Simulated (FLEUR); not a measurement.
**EuMn2As2: which magnetic order is lowest**

Aim: find out whether EuMn2As2 carries moments, and which collinear order costs least.

Program: FLEUR MaX-R8.1. Level of theory: LDA (VWN) with U = 4.02 eV, J = 0.7 eV on Eu f; all-electron FLAPW, Dirac cores, scalar-relativistic bands. Results are calculated unless marked as measured.

## (1) Set-up

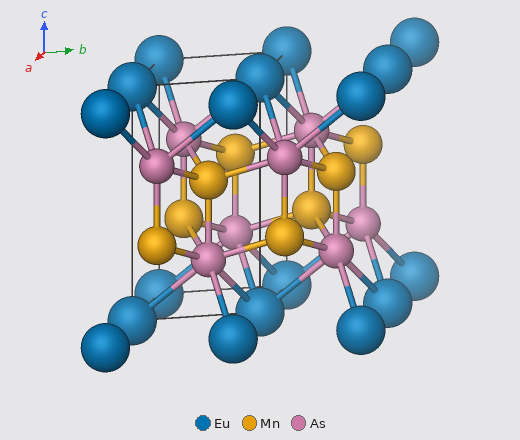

Start, viewed slightly off an axis; europium blue, manganese orange, arsenic pink. 2×2×1 cells are drawn. Bonds to atoms that aren't drawn are left out. Some periodic images of atoms are drawn too.

As a file:

```cif
data_structure
_symmetry_space_group_name_H-M 'P-3m1'
_symmetry_Int_Tables_number 164
_cell_length_a 4.0148
_cell_length_b 4.0148
_cell_length_c 7.1247
_cell_angle_alpha 90.000
_cell_angle_beta 90.000
_cell_angle_gamma 120.000
_cell_volume 99.46
loop_
_atom_site_label
_atom_site_type_symbol
_atom_site_symmetry_multiplicity
_atom_site_Wyckoff_symbol
_atom_site_fract_x
_atom_site_fract_y
_atom_site_fract_z
_atom_site_occupancy
Eu1 Eu 1 a 0.00000 0.00000 0.00000 1
Mn1 Mn 2 d 0.66667 0.33333 0.38568 1
As1 As 2 d 0.66667 0.33333 0.72484 1
```

The cell comes from a database of computed structures and need not be the stable phase.

## (2) Order 1, typed as ferro +++

The parallel start comes first: it shows whether parallel moments hold. A Hubbard U acts on the open shell, since semilocal functionals spread its electrons too much.

The file n_mmp_mat seeds the f occupations with whole cubic orbitals by Hund's first rule, so that the U acts from the first pass. inpgen writes inp.xml from crystal.txt; cutoffs, mixing, functional, smearing and local orbitals are then set in the file. The k list default-1 (kpts.xml, not shown) is a Γ-centred 8×8×4 mesh; where the ranks do not divide the number of points, some are split in two of half the weight.

Contents of inp.xml:

```
<?xml version="1.0" encoding="UTF-8" standalone="no"?>
<fleurInput fleurInputVersion="0.39">
   <comment>
      EuMn2As2
   </comment>
   <calculationSetup>
      <cutoffs Kmax="3.68" Gmax="11.0" GmaxXC="11.0" numbands="0"/>
      <scfLoop itmax="130" minDistance="0.0001" maxIterBroyd="15" imix="Anderson" alpha="0.05" precondParam="0.0" spinf="2.0" sdNocoIR="T"/>
      <coreElectrons ctail="T" frcor="F" kcrel="0" coretail_lmax="0"/>
      <xcFunctional name="vwn" relativisticCorrections="F"/>
      <magnetism jspins="2"/>
      <soc l_soc="F" theta="0.0" phi="0.0" spav="F"/>
      <expertModes spex="0" secvar="F"/>
      <geometryOptimization l_f="F" forcealpha="1.0" forcemix="BFGS" epsdisp="0.00001" epsforce="0.00001"/>
      <ldaU l_linMix="F" mixParam="0.05" spinf="1.0"/>
   </calculationSetup>
   <cell>
      <bzIntegration valenceElectrons="77.0" mode="hist" fermiSmearingEnergy="0.00183747">
         <kPointListSelection listName="default-1"/>
         <xi:include xmlns:xi="http://www.w3.org/2001/XInclude" href="kpts.xml"> </xi:include>
      </bzIntegration>
      <xi:include xmlns:xi="http://www.w3.org/2001/XInclude" href="sym.xml"> </xi:include>
      <bulkLattice scale="1.0">
         <bravaisMatrix>
            <row-1>    7.5868812228219280     0.0000000000000000     0.0000000000000000</row-1>
            <row-2>   -3.7934406114109640     6.5704318744556005     0.0000000000000000</row-2>
            <row-3>    0.0000000000000000     0.0000000000000000    13.4638110884348539</row-3>
         </bravaisMatrix>
      </bulkLattice>
   </cell>
   <atomSpecies>
      <species name="Europium (7.001" element="Eu" atomicNumber="63">
         <mtSphere radius="2.8" gridPoints="925" logIncrement="0.014"/>
         <atomicCutoffs lmax="10" lnonsphr="8"/>
         <electronConfig flipSpins="F">
            <coreConfig>(1s1/2) (2s1/2) (2p1/2) (2p3/2) (3s1/2) (3p1/2) (3p3/2) (4s1/2) (3d3/2) (3d5/2) (4p1/2) (4p3/2) (4d3/2) (4d5/2)</coreConfig>
            <valenceConfig>(5s1/2) (5p1/2) (5p3/2) (6s1/2) (4f5/2) (4f7/2)</valenceConfig>
            <stateOccupation state="(4f5/2)" spinUp="3.0" spinDown="0.0"/>
            <stateOccupation state="(4f7/2)" spinUp="4.0" spinDown="0.0"/>
         </electronConfig>
         <energyParameters s="6" p="6" d="5" f="4"/>
         <ldaU l="3" U="4.02" J="0.7" l_amf="F"/>
         <lo type="SCLO" l="0" n="5" eDeriv="0"/>
         <lo type="SCLO" l="1" n="5" eDeriv="0"/>
      </species>
      <species name="Manganese 3.502" element="Mn" atomicNumber="25">
         <mtSphere radius="2.23" gridPoints="737" logIncrement="0.016"/>
         <atomicCutoffs lmax="8" lnonsphr="6"/>
         <electronConfig flipSpins="F">
            <coreConfig>(1s1/2) (2s1/2) (2p1/2) (2p3/2)</coreConfig>
            <valenceConfig>(3s1/2) (3p1/2) (3p3/2) (4s1/2) (3d3/2) (3d5/2)</valenceConfig>
            <stateOccupation state="(3d3/2)" spinUp="1.251" spinDown="0.749"/>
            <stateOccupation state="(3d5/2)" spinUp="3.0" spinDown="0.0"/>
         </electronConfig>
         <energyParameters s="4" p="4" d="3" f="4"/>
         <lo type="SCLO" l="0" n="3" eDeriv="0"/>
         <lo type="SCLO" l="1" n="3" eDeriv="0"/>
      </species>
      <species name="Arsenic (As)" element="As" atomicNumber="33">
         <mtSphere radius="2.23" gridPoints="737" logIncrement="0.017"/>
         <atomicCutoffs lmax="8" lnonsphr="6"/>
         <electronConfig flipSpins="F">
            <coreConfig>(1s1/2) (2s1/2) (2p1/2) (2p3/2) (3s1/2) (3p1/2) (3p3/2)</coreConfig>
            <valenceConfig>(4s1/2) (3d3/2) (3d5/2) (4p1/2) (4p3/2)</valenceConfig>
            <stateOccupation state="(4p1/2)" spinUp="0.500000" spinDown="0.500000"/>
            <stateOccupation state="(4p3/2)" spinUp="1.000000" spinDown="1.000000"/>
         </electronConfig>
         <energyParameters s="4" p="4" d="3" f="4"/>
      </species>
   </atomSpecies>
   <atomGroups>
      <atomGroup species="Europium (7.001">
         <relPos label="                   1">.0000000000 .0000000000 .0000000000</relPos>
         <force calculate="T" relaxXYZ="TTT"/>
      </atomGroup>
      <atomGroup species="Manganese 3.502">
         <relPos label="                   2">-1.000/3.000 1.000/3.000 .3856790000</relPos>
         <relPos label="                   3">1.000/3.000 -1.000/3.000 -.3856790000</relPos>
         <force calculate="T" relaxXYZ="TTT"/>
      </atomGroup>
      <atomGroup species="Arsenic (As)">
         <relPos label="                   4">-1.000/3.000 1.000/3.000 -.2751570000</relPos>
         <relPos label="                   5">1.000/3.000 -1.000/3.000 .2751570000</relPos>
         <force calculate="T" relaxXYZ="TTT"/>
      </atomGroup>
   </atomGroups>
   <output dos="F" band="F" slice="F">
      <bandDOS minEnergy="-.5*Htr" maxEnergy="0.5*Htr" sigma="0.015" storeEVData="T"/>
      <plotting iplot="0" polar="F">
         <plot TwoD="T" vec1="  1.0  0.0  0.0" vec2="  0.0  1.0  0.0" vec3="  0.0  0.0  1.0" zero="  0.0  0.0  0.0" file="plot"/>
      </plotting>
      <moessbauerParams electricFieldGradient="F" isomerShift="F" coreHyperfine="F" valenceHyperfine="F"/>
   </output>
</fleurInput>
```

Contents of crystal.txt:

```
EuMn2As2
&input film=F cartesian=F /
4.01480464500  0.00000000000  0.00000000000
-2.00740232250  3.47692281380  0.00000000000
0.00000000000  0.00000000000  7.12474200000
1.8897261246
1.0 1.0 1.0

5
63 0.00000000000  0.00000000000  0.00000000000 : 7.001
25 0.66666666667  0.33333333333  0.38567900000 : 3.502
25 0.33333333333  0.66666666667  0.61432100000 : 3.502
33 0.66666666667  0.33333333333  0.72484300000
33 0.33333333333  0.66666666667  0.27515700000

&kpt div1=8 div2=8 div3=4 gamma=T /
```

Run with:

```bash
$ OMP_NUM_THREADS=1 inpgen -f crystal.txt > inpgen.log  # inp.xml is then edited as shown
$ OMP_NUM_THREADS=1 mpirun -n 4 fleur_MPI > fleur.log
```

Log:

```text
Welcome to FLEUR        (www.flapw.de)
      MaX-Release 8.1          (www.max-centre.eu)

 ========== k-point set info ==========
 Selected k-point list: default-1
 k-point list type: mesh
 0 x 0 x 0
 Number of k points: 36

 ------------Calculation Setup---------------------------
 Number of MPI-tasks      :            4
 Number of PE/node        :            4
 Number of OMP-threads    :            1
 k-points in parallel     :            4
 pe's per k-point         :            1
 No of k-point loops      :            9
 Eigenvalue solver        :       lapack
 Number of basis functions:          622
 Approximate size of matrices (H+S) per k-point:         0.006 GB
 --------------------------------------------------------
 Iteration:     1   Distance:     111.53365108 me/bohr^3
 Iteration:     2   Distance:      33.96445254 me/bohr^3
 Iteration:     3   Distance:      17.21923116 me/bohr^3
 Iteration:     4   Distance:      13.11856797 me/bohr^3
 Iteration:     5   Distance:       8.40501706 me/bohr^3
 Iteration:     6   Distance:       5.54955217 me/bohr^3
 Iteration:     7   Distance:       5.00299171 me/bohr^3
 Iteration:     8   Distance:       2.44881922 me/bohr^3
 Iteration:     9   Distance:       1.91363480 me/bohr^3
 Iteration:    10   Distance:       1.77571739 me/bohr^3
[... 13 iterations left out ...]
 Iteration:    24   Distance:       0.01099672 me/bohr^3
 Iteration:    25   Distance:       0.00869127 me/bohr^3
 Iteration:    26   Distance:       0.00363672 me/bohr^3
 Iteration:    27   Distance:       0.00088576 me/bohr^3
 Iteration:    28   Distance:       0.00081092 me/bohr^3
 Iteration:    29   Distance:       0.00040313 me/bohr^3
 Iteration:    30   Distance:       0.00022834 me/bohr^3
 Iteration:    31   Distance:       0.00015012 me/bohr^3
 Iteration:    32   Distance:       0.00011153 me/bohr^3
 Iteration:    33   Distance:       0.00004281 me/bohr^3

 ********************************************************************
 Run finished successfully
 Stop message:
   all done
 ********************************************************************

--- out.xml (last complete iteration) ---
<iteration numberForCurrentRun="   33" overallNumber="   33">
         [... left out ...]
         <bandgap value="0.0033909187" units="eV"/>
         <sumValenceSingleParticleEnergies value="-47.0245328364" units="Htr"/>
         <FermiEnergy value="0.2895016935" units="Htr"/>
         <valenceDensity>
            <mtCharges spin="1">
               <mtCharge atomType="1" total="11.0336251" s="1.0498403" p="2.9423485" d="0.2722319" f="6.7666430"/>
               <mtCharge atomType="2" total="8.0082843" s="1.1325404" p="3.1188871" d="3.7487141" f="0.0066135"/>
               <mtCharge atomType="3" total="6.5275900" s="0.6442907" p="0.8675943" d="5.0041085" f="0.0091687"/>
            </mtCharges>
            <mtCharges spin="2">
               <mtCharge atomType="1" total="4.1873036" s="1.0436188" p="2.9147695" d="0.2061227" f="0.0202389"/>
               <mtCharge atomType="2" total="5.5176426" s="1.1160184" p="3.1024820" d="1.2911431" f="0.0065646"/>
               <mtCharge atomType="3" total="6.6338150" s="0.6509144" p="0.9809125" d="4.9966426" f="0.0042820"/>
            </mtCharges>
            <spinDependentCharge spin="1" total="44.5276229" interstitial="4.4222492" mtSpheres="40.1053738"/>
            <spinDependentCharge spin="2" total="32.4723771" interstitial="3.9821582" mtSpheres="28.4902189"/>
            <totalCharge value="77.0000000000"/>
         </valenceDensity>
         [... left out ...]
         <allElectronCharges>
            <spinDependentCharge spin="1" total="95.5276229" interstitial="4.4226610" mtSpheres="91.1049619"/>
            <spinDependentCharge spin="2" total="83.4723771" interstitial="3.9825736" mtSpheres="79.4898035"/>
            <totalCharge value="178.9999999728"/>
         </allElectronCharges>
         <magneticMomentsInMTSpheres units="muBohr">
            <globalMagMoment atomType="1" vec="0.00000   0.00000   6.84632"/>
            <localMagMoment atomType="1" vec="0.00000   0.00000   6.84632"/>
            <globalMagMoment atomType="2" vec="0.00000   0.00000   2.49064"/>
            <localMagMoment atomType="2" vec="0.00000   0.00000   2.49064"/>
            <globalMagMoment atomType="3" vec="0.00000   0.00000  -0.10622"/>
            <localMagMoment atomType="3" vec="0.00000   0.00000  -0.10622"/>
         </magneticMomentsInMTSpheres>
         <moessbauerParams unitsHFF="kG" unitsIS="e/bohr^3" unitsEFG="Htr/bohr^2">
         </moessbauerParams>
         <totalEnergy value="   -17674.4251398144" units="Htr">
            <sumOfEigenvalues value="   -10613.5997646168">
               <coreElectrons value="-10566.5752317804"/>
               <valenceElectrons value="-47.0245328364"/>
            </sumOfEigenvalues>
            <densityCoulombPotentialIntegral value="-28699.8701574807"/>
            <densityEffectivePotentialIntegral value="-29360.3151038449"/>
            <chargeDenXCDenIntegral value="-498.2746170486"/>
            <FockExchangeEnergyValence value="0.0000000000"/>
            <FockExchangeEnergyCore value="0.0000000000"/>
            <atomTypeDependentContributions atomType="1">
               <electronNucleiInteractionDifferentMTs value="13298.3499172241"/>
               <MadelungTerm value="-27.9336981431"/>
            </atomTypeDependentContributions>
            <atomTypeDependentContributions atomType="2">
               <electronNucleiInteractionDifferentMTs value="2755.7070130401"/>
               <MadelungTerm value="-22.1406662929"/>
            </atomTypeDependentContributions>
            <atomTypeDependentContributions atomType="3">
               <electronNucleiInteractionDifferentMTs value="5435.4765162973"/>
               <MadelungTerm value="-33.7220523228"/>
            </atomTypeDependentContributions>
            <dftUCorrection value="-0.3990800668"/>
            <tkbTimesEntropy value="0.0012873257"/>
            <freeEnergy value="-17674.4264271401"/>
            <extrapolationTo0K value="-17674.4257834772"/>
         </totalEnergy>
         <ldaUDensityMatrix>
            <densityMatrixFor spin="1" atomType="1" uIndex="1" l="3" U="4.02000000" J="0.70000000">
               (+0.97163,+0.00000) (+0.00000,+0.00000) (+0.00000,+0.00000) (+0.00000,-0.00538) (+0.00000,+0.00000) (+0.00000,+0.00000) (-0.00378,+0.00000)
               (+0.00000,+0.00000) (+0.95162,+0.00000) (+0.00000,+0.00000) (+0.00000,+0.00000) (+0.00000,+0.00097) (+0.00000,+0.00000) (+0.00000,+0.00000)
               (+0.00000,+0.00000) (+0.00000,+0.00000) (+0.97077,+0.00000) (+0.00000,+0.00000) (+0.00000,+0.00000) (+0.00000,-0.00097) (+0.00000,+0.00000)
               (+0.00000,+0.00538) (+0.00000,+0.00000) (+0.00000,+0.00000) (+0.97862,+0.00000) (+0.00000,+0.00000) (+0.00000,+0.00000) (+0.00000,+0.00538)
               (+0.00000,+0.00000) (+0.00000,-0.00097) (+0.00000,+0.00000) (+0.00000,+0.00000) (+0.97077,+0.00000) (+0.00000,+0.00000) (+0.00000,+0.00000)
               (+0.00000,+0.00000) (+0.00000,+0.00000) (+0.00000,+0.00097) (+0.00000,+0.00000) (+0.00000,+0.00000) (+0.95162,+0.00000) (+0.00000,+0.00000)
               (-0.00378,+0.00000) (+0.00000,+0.00000) (+0.00000,+0.00000) (+0.00000,-0.00538) (+0.00000,+0.00000) (+0.00000,+0.00000) (+0.97163,+0.00000)
            </densityMatrixFor>
            <densityMatrixFor spin="2" atomType="1" uIndex="1" l="3" U="4.02000000" J="0.70000000">
               (+0.00161,+0.00000) (+0.00000,+0.00000) (+0.00000,+0.00000) (+0.00000,+0.00103) (+0.00000,+0.00000) (+0.00000,+0.00000) (+0.00021,+0.00000)
               (+0.00000,+0.00000) (+0.00447,+0.00000) (+0.00000,+0.00000) (+0.00000,+0.00000) (+0.00000,+0.00144) (+0.00000,+0.00000) (+0.00000,+0.00000)
               (+0.00000,+0.00000) (+0.00000,+0.00000) (+0.00279,+0.00000) (+0.00000,+0.00000) (+0.00000,+0.00000) (+0.00000,-0.00144) (+0.00000,+0.00000)
               (+0.00000,-0.00103) (+0.00000,+0.00000) (+0.00000,+0.00000) (+0.00249,+0.00000) (+0.00000,+0.00000) (+0.00000,+0.00000) (+0.00000,-0.00103)
               (+0.00000,+0.00000) (+0.00000,-0.00144) (+0.00000,+0.00000) (+0.00000,+0.00000) (+0.00279,+0.00000) (+0.00000,+0.00000) (+0.00000,+0.00000)
               (+0.00000,+0.00000) (+0.00000,+0.00000) (+0.00000,+0.00144) (+0.00000,+0.00000) (+0.00000,+0.00000) (+0.00447,+0.00000) (+0.00000,+0.00000)
               (+0.00021,+0.00000) (+0.00000,+0.00000) (+0.00000,+0.00000) (+0.00000,+0.00103) (+0.00000,+0.00000) (+0.00000,+0.00000) (+0.00161,+0.00000)
            </densityMatrixFor>
         </ldaUDensityMatrix>
         <ldaUDensityMatrixConvergence>
            <distance spin="1" distance="0.000001"/>
            <distance spin="2" distance="0.000000"/>
         </ldaUDensityMatrixConvergence>
         <densityConvergence units="me/bohr^3">
            <chargeDensity spin="1" distance="0.0000275869"/>
            <chargeDensity spin="2" distance="0.0000282094"/>
            <overallChargeDensity distance="0.0000357949"/>
            <spinDensity distance="0.0000428058"/>
         </densityConvergence>
      </iteration>
```

Run time: 63 s. Hardware: 4 MPI ranks of Intel Xeon 6975P-C (Granite Rapids), shared host; peak memory 0.39 GiB; 4.2 min of CPU time.

Spin moment in the muffin-tin sphere by atom:

| atom | spin moment in the muffin-tin sphere (μB) |
| --- | --- |
| Eu1 | 6.85 |
| Mn2 | 2.49 |
| Mn3 | 2.49 |
| As4 | -0.11 |
| As5 | -0.11 |

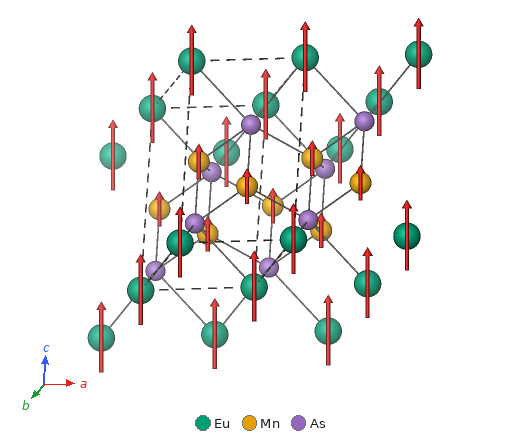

Spin moment in the muffin-tin sphere as arrows, the longest 6.85 μB. Up and down stand for the sign. Arrows give size and sign along the axis of quantisation, drawn up and down the page. Each arrow also spans its atom, so small moments look longer than they are. Bonds to atoms that aren't drawn are left out. 2×2×1 cells are drawn. Some periodic images of atoms are drawn too.

Numbers from this step:

```
free energy                                                       : -480945.6442 eV
program's band gap on this mesh (in a metal only a level spacing) : 0.003391 eV
magnetization                                                     : 12.06 μB
final state                                                       : ferromagnetic, with opposed induced moments
```

After 33 cycles the largest moment stands at 6.85 μB.

[end of part 1 of 2]

[Logs and program files are shortened in this print: banners, set-up blocks, solver, clock and traceback lines can be left out without a mark of their own.]

[Logs are printed without paths, hosts, clocks, repeated set-up lines and the standing remarks that a program may print on its own settings, such as how far it seeks lower states.]

[Hosts, paths, dates, database ids (printed as entryN), source tags and the programs' standing remarks are cut or masked in the printed files.]

[Where a cell is said to come from a database of computed structures, the database is the Materials Project.]
